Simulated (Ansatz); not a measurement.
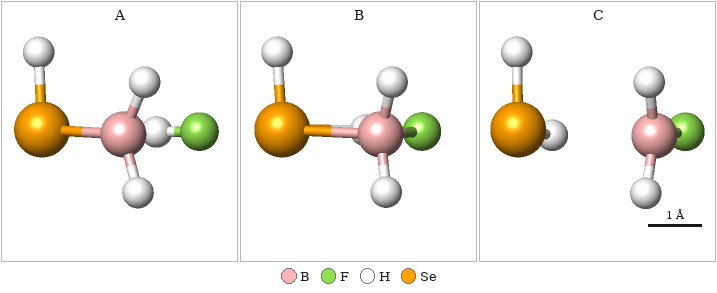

3 geometries from a converged minimum-energy path of BH$_{4}$SeF, made up of BH₂F and H$_{2}$Se, shuffled. A ball-and-stick model, seen at a tilt.

These are results of Ansatz, RKS B3LYP-D4/def2-SVP, not measurements. Set-up: 7 movable images; climbing image; force threshold 0.05 eV/Å; iteration limit 60; starting path through a guess of the saddle point.

**Which of them lies highest in energy?**

B. In order along the path, whose images run from 0 to 8: C (image 2, +0.02 eV), B (image 5, +1.08 eV), A (image 7, +0.85 eV). Breaking: B–F (1.34 → 2.62 Å), H–Se (1.48 → 2.50 Å). Forming: B–Se (2.67 → 1.94 Å), F–H (3.21 → 0.94 Å).

Limits of the set-up: the start holds two separate molecules, 2.7 Å apart at their closest, whose relative position is a soft coordinate.
